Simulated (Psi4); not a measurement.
**GaSiH7O (SMILES [SiH3][OH+][GaH3-]) at CCSD(T)/6-31G(d) (spherical functions)**

What is the energy change on altering one bond length of GaSiH7O at CCSD(T)/6-31G* (spherical functions)? 

The calculation is run with Psi4 1.11.

7 further runs of the same task are left out: 4 that didn't finish, 3 set aside as unsound or not needed. Runs told in other sessions of the task aren't counted.

## (1) The system as given

GaSiH7O has 10 atoms, charge 0, and is taken as a singlet. SMILES: `[SiH3][OH+][GaH3-]`. The coordinates come from a PBE0-D4/def2-TZVP relaxation.

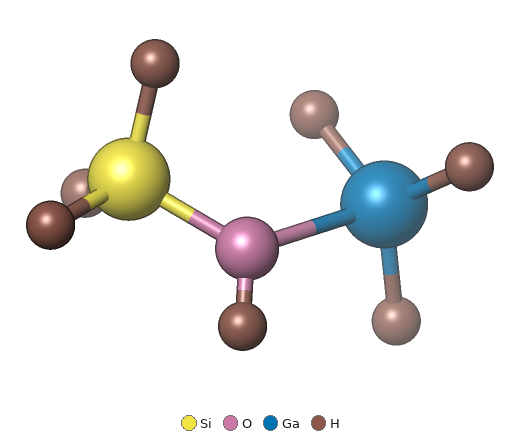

Viewed from a chosen angle; silicon yellow, oxygen pink, gallium blue, hydrogen brown.

## (2) The energy at CCSD(T)/6-31G(d) (spherical functions)

Contents of job.json:

```json
{
  "schema_name": "qcschema_input",
  "schema_version": 1,
  "molecule": {
    "schema_name": "qcschema_molecule",
    "schema_version": 2,
    "symbols": ["Si", "O", "Ga", "H", "H", "H", "H", "H", "H", "H"],
    "geometry": [-0.91595025, 1.28520274, -2.43642389, -1.45924651, -0.441629, 0.1842483, 1.66692741, -1.04123909, 2.78772398, -3.33933503, 1.39839733, -3.84559266, 1.05068773, 0.07691185, -4.01547904, -0.13152494, 3.80439663, -1.53918193, -2.50180842, -1.91769407, 0.01908623, 0.57939003, 0.27703385, 5.21621102, 3.56326758, 0.47904557, 1.04426266, 1.64462865, -4.01680185, 2.59062554],
    "molecular_charge": 0,
    "molecular_multiplicity": 1,
    "fix_symmetry": "c1",
    "fix_com": true,
    "fix_orientation": true
  },
  "driver": "energy",
  "model": {
    "method": "ccsd(t)",
    "basis": "6-31G*"
  },
  "keywords": {
    "puream": true,
    "e_convergence": 1e-09,
    "d_convergence": 1e-08,
    "scf_type": "pk",
    "num_frozen_docc": 15
  }
}
```

Run with:

```
psi4 --qcschema job.json -n 1 --memory 2200MB
```

stdout:

```text
[...]
  Running in c1 symmetry.
[...]
  Nuclear repulsion =  256.165787704500872
[...]
  Multiplicity = 1
[...]
  Nalpha       = 30
  Nbeta        = 30
[...]
    Number of basis functions: 78
[...]
   @RHF iter   1: -2289.24600919270688   -3.29414e+00   3.30988e-02 ADIIS/DIIS
[...]
   @RHF iter  11: -2290.81876473047487   -1.36424e-11   9.87046e-09 DIIS
[...]
    Orbital Energies [Eh]
    ---------------------
    Doubly Occupied:
       1A   -378.801879     2A    -68.817130     3A    -48.179333
       4A    -42.510560     5A    -42.508224     6A    -42.508122
       7A    -20.623846     8A     -6.388290     9A     -6.175325
      10A     -4.482518    11A     -4.477588    12A     -4.477320
      13A     -4.281934    14A     -4.280625    15A     -4.280299
      16A     -1.402278    17A     -1.173627    18A     -1.167701
      19A     -1.167610    20A     -1.164053    21A     -1.163814
      22A     -0.804469    23A     -0.707748    24A     -0.638655
      25A     -0.603751    26A     -0.530844    27A     -0.504769
      28A     -0.490772    29A     -0.399770    30A     -0.395212
[...]
  @RHF Final Energy: -2290.81876473047487
   => Energetics <=
    Nuclear Repulsion Energy =            256.1657877045008718
    One-Electron Energy =               -3703.7529748054439551
    Two-Electron Energy =                1156.7684223704679880
    Total Energy =                      -2290.8187647304748680
[...]
 Multipole Moments:
 ------------------------------------------------------------------------------------
     Multipole            Electronic (a.u.)      Nuclear  (a.u.)        Total (a.u.)
 ------------------------------------------------------------------------------------
 L = 1.  Multiply by 2.5417464519 to convert [e a0] to [Debye]
 Dipole X            :        -29.0237690           28.0427797           -0.9809893
 Dipole Y            :         17.6936571          -17.7173161           -0.0236590
 Dipole Z            :        -54.4194246           53.2534271           -1.1659975
 Magnitude           :                                                    1.5239586
[...]
      * MP2 total energy                      = -2291.323925729830989
[...]
      * CCSD total energy                     = -2291.345999990461223
[...]
      * CCSD(T) total energy                  = -2291.356309103123294
[...]
```

The result, in JSON:

```text
{
 "driver": "energy",
 "model": {
  "method": "ccsd(t)",
  "basis": "6-31G*"
 },
 "success": true,
 "return_result": -2291.3563091031233,
 "properties": {
  "calcinfo_nbasis": 78,
  "calcinfo_nmo": 78,
  "calcinfo_nalpha": 30,
  "calcinfo_nbeta": 30,
  "calcinfo_natom": 10,
  "nuclear_repulsion_energy": 256.1657877045009,
  "return_energy": -2291.3563091031233,
  "scf_one_electron_energy": -3703.752974805444,
  "scf_two_electron_energy": 1156.768422370468,
  "scf_dipole_moment": [-0.9809892848458546, -0.023659041775943024, -1.1659974507978532],
  "scf_total_energy": -2290.818764730475,
  "scf_iterations": 11,
  "mp2_same_spin_correlation_energy": -0.13614352517012296,
  "mp2_opposite_spin_correlation_energy": -0.3690174741873363,
  "mp2_singles_energy": -1.4151394414400992e-27,
  "mp2_doubles_energy": -0.5051609993574593,
  "mp2_correlation_energy": -0.5051609993574593,
  "mp2_total_energy": -2291.323925729831,
  "ccsd_same_spin_correlation_energy": -0.12118410760435194,
  "ccsd_opposite_spin_correlation_energy": -0.40605115238327505,
  "ccsd_singles_energy": 0.0,
  "ccsd_doubles_energy": -0.527235259987627,
  "ccsd_correlation_energy": -0.5272352599876271,
  "ccsd_total_energy": -2291.345999990461,
  "ccsd_iterations": 17,
  "ccsd_prt_pr_correlation_energy": -0.5375443726497202,
  "ccsd_prt_pr_total_energy": -2291.3563091031233
 }
}
```

It took 18 s on 1 thread of Intel Xeon 6975P-C (Granite Rapids), shared host; peak memory 0.39 GiB.

## (3) The distorted shape

Contents of input.inp:

```
memory 2200 mb

molecule system {
  Si    -1.54351318    -0.73022608    -3.15424392
  O     -2.08680944    -2.45705781    -0.53357173
  Ga     1.03936449    -3.05666791     2.06990395
  H     -3.96689796    -0.61703148    -4.56341269
  H      0.42312480    -1.93851696    -4.73329907
  H     -0.13152494     3.80439663    -1.53918193
  H     -3.12937134    -3.93312289    -0.69873379
  H     -0.04817290    -1.73839497     4.49839099
  H      2.93570465    -1.53638324     0.32644263
  H      1.01706572    -6.03223067     1.87280552
  units bohr
  symmetry c1
}

set basis 6-31G*
set puream true
set e_convergence 1e-09
set d_convergence 1e-08
set scf_type pk
set num_frozen_docc 15

e_tot, wfn = energy("ccsd(t)", return_wfn=True)
```

Run with:

```
psi4 -n 1 input.inp input.out
```

input.out:

```text
[...]
  Running in c1 symmetry.
[...]
  Nuclear repulsion =  252.604081101432740
[...]
  Multiplicity = 1
[...]
  Nalpha       = 30
  Nbeta        = 30
[...]
    Number of basis functions: 78
[...]
   @RHF iter   1: -2289.09059691830771   -3.38549e+00   3.31149e-02 DIIS/ADIIS
[...]
   @RHF iter  12: -2290.66953847240575   -2.72848e-12   3.18501e-09 DIIS
[...]
    Orbital Energies [Eh]
    ---------------------
    Doubly Occupied:
       1A   -378.805015     2A    -68.883873     3A    -48.182547
       4A    -42.513798     5A    -42.511402     6A    -42.511293
       7A    -20.642603     8A     -6.391498     9A     -6.232653
      10A     -4.485860    11A     -4.480675    12A     -4.480415
      13A     -4.339045    14A     -4.338191    15A     -4.337322
      16A     -1.420336    17A     -1.177053    18A     -1.170926
      19A     -1.170824    20A     -1.167137    21A     -1.166831
      22A     -0.813479    23A     -0.721845    24A     -0.649174
      25A     -0.609546    26A     -0.537670    27A     -0.512860
      28A     -0.404625    29A     -0.398295    30A     -0.351575
[...]
  @RHF Final Energy: -2290.66953847240575
   => Energetics <=
    Nuclear Repulsion Energy =            252.6040811014327403
    One-Electron Energy =               -3695.7305096197542298
    Two-Electron Energy =                1152.4568900459157703
    Total Energy =                      -2290.6695384724057476
[...]
 Multipole Moments:
 ------------------------------------------------------------------------------------
     Multipole            Electronic (a.u.)      Nuclear  (a.u.)        Total (a.u.)
 ------------------------------------------------------------------------------------
 L = 1.  Multiply by 2.5417464519 to convert [e a0] to [Debye]
 Dipole X            :          3.9145098           -5.0593368           -1.1448270
 Dipole Y            :         -5.3235613            4.6774899           -0.6460714
 Dipole Z            :          8.2835644           -9.6131253           -1.3295609
 Magnitude           :                                                    1.8696976
[...]
      * MP2 total energy                      = -2291.191617878969282
[...]
      * CCSD total energy                     = -2291.232017737609112
[...]
      * CCSD(T) total energy                  = -2291.245930669349036
[...]
```

It took 18 s on 1 thread of Intel Xeon 6975P-C (Granite Rapids), shared host; peak memory 0.38 GiB.

## (4) Outcome

Level: CCSD(T)/6-31G* (spherical functions), 15 core orbitals frozen.

```
                                                          quantity           value
                                         first shape: total energy  -2291.35631 Eh
                  first shape: HOMO energy (Hartree–Fock orbitals)       -10.75 eV
                  first shape: LUMO energy (Hartree–Fock orbitals)         2.29 eV
                first shape: HOMO–LUMO gap (Hartree–Fock orbitals)        13.04 eV
         first shape: correlation energy (15 core orbitals frozen)      -537.5 mEh
                                       first shape: (T) correction      -10.31 mEh
                                        first shape: T1 diagnostic           0.012
                                     distorted shape: total energy  -2291.24593 Eh
              distorted shape: HOMO energy (Hartree–Fock orbitals)        -9.57 eV
              distorted shape: LUMO energy (Hartree–Fock orbitals)         0.27 eV
            distorted shape: HOMO–LUMO gap (Hartree–Fock orbitals)         9.84 eV
     distorted shape: correlation energy (15 core orbitals frozen)      -576.4 mEh
                                   distorted shape: (T) correction      -13.91 mEh
                                    distorted shape: T1 diagnostic           0.019
energy change with the Si1–H6 bond stretched from 1.475 to 2.655 Å        3.004 eV
```

**Reading.** With the Si1–H6 bond stretched from 1.475 to 2.655 Å the energy rises by 3.00 eV (290 kJ/mol). The first shape isn't relaxed at this level, so the change isn't measured from a minimum. A restricted reference can't describe the breaking bond well at this length. The triples (first shape) make up 1.9 % of the correlation energy. The triples (distorted shape) make up 2.4 % of the correlation energy.
